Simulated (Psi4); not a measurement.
Run report: BH3Cl (charge −1), single-point calculation

BH3Cl, charge −1, computed with HF/3-21G, RHF (Psi4 1.11).

The geometry comes from this level: GFN2-xTB.

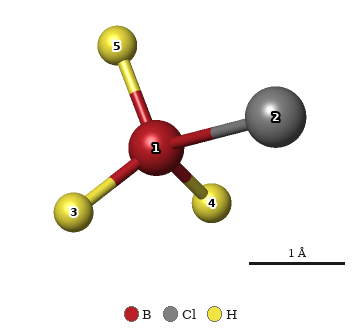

The input geometry (ball-and-stick view, seen at a tilt; atoms are numbered from 1 in the order of the input). Bond lengths as drawn: B–Cl 1.87 Å and B–H 1.21 Å.

Key numbers:

| quantity | value |
| --- | --- |
| outcome | converged |
| total energy | −483.620516 hartree |
| basis functions | 28 |
| HOMO | −4.73 eV |
| LUMO | 12.50 eV |
| hardware | 1 thread of AMD EPYC (Zen 5), 16 GiB of memory available, shared host |
| wall time | 0.96 s |
| peak memory | 0.18 GiB |

Input file (job.py):
```python
import psi4

psi4.set_memory('1600 MB')
psi4.set_num_threads(1)
psi4.core.set_output_file('output.dat', False)

geom = psi4.geometry("""
-1 1
B
Cl 1 1.872889
H 1 1.207825 2 106.74459
H 1 1.207774 3 111.97418 2 116.451
H 1 1.207873 4 112.07868 3 -127.05331
symmetry c1
no_reorient
no_com
""")

psi4.set_options(dict(puream=True, e_convergence=1e-09, d_convergence=1e-08, scf_type='pk'))

e_tot, wfn = psi4.energy("scf/3-21G", return_wfn=True)
psi4.oeprop(wfn, "LOWDIN_CHARGES", "QUADRUPOLE", "WIBERG_LOWDIN_INDICES")
print('E =', round(e_tot, 9))
for k, v in sorted(psi4.core.scalar_variables().items()):
    print(f'{k:45s} {v:18.10f}')
```

Run as:
```bash
python job.py
```

Output:
```
=> Loading Basis Set <=

    Name: 3-21G
    Role: ORBITAL
    Keyword: BASIS

         ---------------------------------------------------------
                                   SCF
                              RHF Reference
                        1 Threads,   1525 MiB Core
         ---------------------------------------------------------

  ==> Geometry <==

    Molecular point group: c1
    Full point group: C1

    Geometry (in Angstrom), charge = -1, multiplicity = 1:

       Center              X                  Y                   Z               Mass
    ------------   -----------------  -----------------  -----------------  -----------------
         B            0.000040707401     0.000002854445    -1.315093374735    11.009305360000
         CL           0.000040707401     0.000002854445     0.557795625265    34.968852682000
         H            0.000040707401     1.156614345678    -1.663074823914     1.007825032230
         H           -1.002741739825    -0.576505447095    -1.662632691746     1.007825032230
         H            1.000843913145    -0.580239121701    -1.662468354576     1.007825032230

  Running in c1 symmetry.

  Rotational constants: A =      4.16713  B =      0.41831  C =      0.41826 [cm^-1]
  Rotational constants: A = 124927.40549  B =  12540.64855  C =  12539.01618 [MHz]
  Nuclear repulsion =   42.159754425090831

  Charge       = -1
  Multiplicity = 1
  Electrons    = 26
  Nalpha       = 13
  Nbeta        = 13

  ==> Algorithm <==

  SCF Algorithm Type is PK.
  DIIS enabled.
  MOM disabled.
  Fractional occupation disabled.
  Guess Type is SAD.
  Energy threshold   = 1.00e-09
  Density threshold  = 1.00e-08
  Integral threshold = 1.00e-12

  ==> Primary Basis <==

  Basis Set: 3-21G
    Blend: 3-21G
    Number of shells: 18
    Number of basis functions: 28
    Number of Cartesian functions: 28
    Spherical Harmonics?: true
    Max angular momentum: 1

  ==> Integral Setup <==

  Using in-core PK algorithm.
   Calculation information:
      Number of atoms:                   5
      Number of AO shells:              18
      Number of primitives:             33
      Number of atomic orbitals:        28
      Number of basis functions:        28

      Integral cutoff                 1.00e-12
      Number of threads:                 1

  Performing in-core PK
  Using 165242 doubles for integral storage.
  We computed 14390 shell quartets total.
  Whereas there are 14706 unique shell quartets.

  ==> DiskJK: Disk-Based J/K Matrices <==

    J tasked:                  Yes
    K tasked:                  Yes
    wK tasked:                  No
    Memory [MiB]:             1144
    Schwarz Cutoff:          1E-12

  Minimum eigenvalue in the overlap matrix is 1.2841635129E-02.
  Reciprocal condition number of the overlap matrix is 3.3200460589E-03.
    Using symmetric orthogonalization.

  ==> Pre-Iterations <==

  SCF Guess: Superposition of Atomic Densities via on-the-fly atomic UHF (no occupation information).

   -------------------------
    Irrep   Nso     Nmo
   -------------------------
     A         28      28
   -------------------------
    Total      28      28
   -------------------------

  ==> Iterations <==

                        Total Energy        Delta E     RMS |[F,P]|

   @RHF iter SAD:  -482.99613283194174   -4.82996e+02   0.00000e+00
   @RHF iter   1:  -483.59423456800579   -5.98102e-01   6.85583e-03 ADIIS/DIIS
   @RHF iter   2:  -483.61872045146436   -2.44859e-02   1.90404e-03 ADIIS/DIIS
   @RHF iter   3:  -483.62039916513652   -1.67871e-03   3.14670e-04 ADIIS/DIIS
   @RHF iter   4:  -483.62051207308718   -1.12908e-04   5.43542e-05 DIIS
   @RHF iter   5:  -483.62051546924368   -3.39616e-06   1.50887e-05 DIIS
   @RHF iter   6:  -483.62051567470974   -2.05466e-07   2.99558e-06 DIIS
   @RHF iter   7:  -483.62051568561139   -1.09017e-08   3.24598e-07 DIIS
   @RHF iter   8:  -483.62051568572713   -1.15733e-10   3.56202e-08 DIIS
   @RHF iter   9:  -483.62051568572809   -9.66338e-13   3.50676e-09 DIIS
  Energy and wave function converged.

  ==> Post-Iterations <==

    Orbital Energies [Eh]
    ---------------------

    Doubly Occupied:

       1A   -103.830113     2A    -10.224948     3A     -7.688665
       4A     -7.685552     5A     -7.685552     6A     -7.306131
       7A     -0.835333     8A     -0.470724     9A     -0.276749
      10A     -0.276550    11A     -0.244482    12A     -0.173779
      13A     -0.173644

    Virtual:

      14A      0.459186    15A      0.546875    16A      0.547222
      17A      0.618017    18A      0.855972    19A      0.856086
      20A      0.885198    21A      0.964644    22A      1.068776
      23A      1.068799    24A      1.146179    25A      1.410249
      26A      1.637644    27A      1.638194    28A      1.680158

    Final Occupation by Irrep:
              A
    DOCC [    13 ]
    NA   [    13 ]
    NB   [    13 ]

  @RHF Final Energy:  -483.62051568572809

   => Energetics <=

    Nuclear Repulsion Energy =             42.1597544250908314
    One-Electron Energy =                -757.8160997672737267
    Two-Electron Energy =                 232.0358296564548368
    Total Energy =                       -483.6205156857280940

Computation Completed

Properties will be evaluated at   0.000000,   0.000000,   0.000000 [a0]

Properties computed using the SCF density matrix

 Multipole Moments:

 ------------------------------------------------------------------------------------
     Multipole            Electronic (a.u.)      Nuclear  (a.u.)        Total (a.u.)
 ------------------------------------------------------------------------------------

 L = 1.  Multiply by 2.5417464519 to convert [e a0] to [Debye]
 Dipole X            :          0.0023214           -0.0018171            0.0005043
 Dipole Y            :          0.0001830           -0.0001274            0.0000556
 Dipole Z            :          4.8276775           -3.9327414            0.8949361
 Magnitude           :                                                    0.8949363

 ------------------------------------------------------------------------------------

	total time  =          0 seconds =       0.00 minutes

Properties will be evaluated at   0.000000,   0.000000,   0.000000 [a0]
OEProp: No title given, name of density matrix used for the following properties is 'SCF density'

 Multipole Moments:

 ------------------------------------------------------------------------------------
     Multipole            Electronic (a.u.)      Nuclear  (a.u.)        Total (a.u.)
 ------------------------------------------------------------------------------------

 L = 1.  Multiply by 2.5417464519 to convert [e a0] to [Debye]
 Dipole X            :          0.0023214           -0.0018171            0.0005043
 Dipole Y            :          0.0001830           -0.0001274            0.0000556
 Dipole Z            :          4.8276775           -3.9327414            0.8949361
 Magnitude           :                                                    0.8949363

 L = 2.  Multiply by 1.3450342976 to convert [e a0^2] to [Debye ang]
 Quadrupole XX       :        -26.3821504            7.1677684          -19.2143820
 Quadrupole XY       :          0.0090960           -0.0092692           -0.0001732
 Quadrupole XZ       :         -0.0135087            0.0120363           -0.0014724
 Quadrupole YY       :        -26.3808552            7.1663869          -19.2144683
 Quadrupole YZ       :          0.0012766           -0.0013639           -0.0000873
 Quadrupole ZZ       :       -103.6869008           79.3870231          -24.2998777
 Traceless XX        :         25.7678184          -24.0726244            1.6951940
 Traceless YY        :         25.7691136          -24.0740059            1.6951077
 Traceless ZZ        :        -51.5369320           48.1466303           -3.3903017

 ------------------------------------------------------------------------------------
  Lowdin Charges: (a.u.)
   Center  Symbol    Alpha    Beta     Spin     Total
       1     B     2.67870  2.67870  0.00000 -0.35740
       2    CL     8.68541  8.68541  0.00000 -0.37083
       3     H     0.54530  0.54530  0.00000 -0.09059
       4     H     0.54531  0.54531  0.00000 -0.09062
       5     H     0.54528  0.54528  0.00000 -0.09056

  Total alpha = 13.00000, Total beta = 13.00000, Total charge = -1.00000

  Wiberg Bond Indices using Orthogonal Lowdin Orbitals:

  Irrep: 1 Size: 5 x 5

                 1                   2                   3                   4                   5

    1     0.00000000000000     0.96020922965162     0.97363127041127     0.97364275163414     0.97363482572809
    2     0.96020922965162     0.00000000000000     0.02345439174422     0.02345157021834     0.02345212030171
    3     0.97363127041127     0.02345439174422     0.00000000000000     0.00557540528752     0.00557509130590
    4     0.97364275163414     0.02345157021834     0.00557540528752     0.00000000000000     0.00557475209715
    5     0.97363482572809     0.02345212030171     0.00557509130590     0.00557475209715     0.00000000000000

  Atomic Valences:

 #  #
 Irrep: 1
      1:    3.881118077425120
      2:    1.030567311915886
      3:    1.008236158748913
      4:    1.008244479237157
      5:    1.008236789432848
```

Standard output:
```
E = -483.620515686
CURRENT ENERGY                                   -483.6205156857
CURRENT REFERENCE ENERGY                         -483.6205156857
DD SOLVATION ENERGY                                 0.0000000000
HF KINETIC ENERGY                                 483.4768577346
HF POTENTIAL ENERGY                              -967.0973734203
HF TOTAL ENERGY                                  -483.6205156857
HF VIRIAL RATIO                                     2.0002971351
NUCLEAR REPULSION ENERGY                           42.1597544251
ONE-ELECTRON ENERGY                              -757.8160997673
PCM POLARIZATION ENERGY                             0.0000000000
PE ENERGY                                           0.0000000000
SCF ITERATION ENERGY                             -483.6205156857
SCF ITERATIONS                                      9.0000000000
SCF TOTAL ENERGY                                 -483.6205156857
TWO-ELECTRON ENERGY                               232.0358296565
```

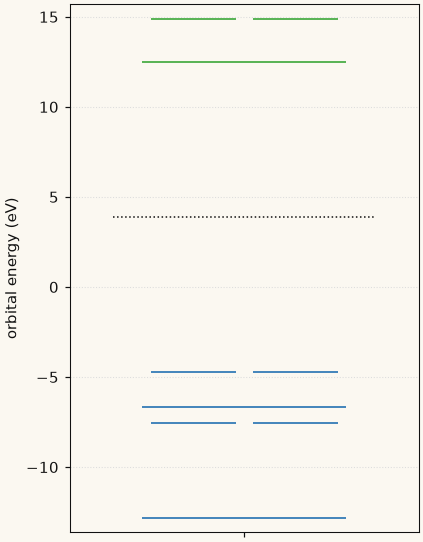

Orbital energies near the frontier; the dotted line parts filled from empty levels, and levels within 0.02 eV of each other stand side by side. Highest filled −4.73 eV, lowest empty 12.50 eV, 17.23 eV apart.

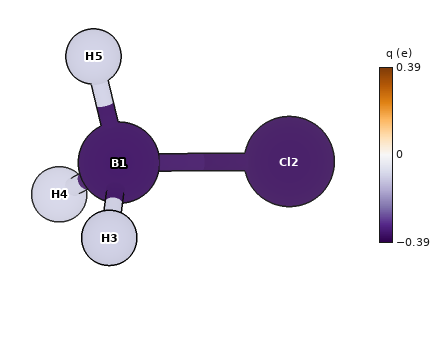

Löwdin charges, as the colour of each atom (ball-and-stick view, seen at a tilt; atoms are numbered from 1 in the order of the input). By element: B −0.36, Cl −0.37 and H −0.09 e.
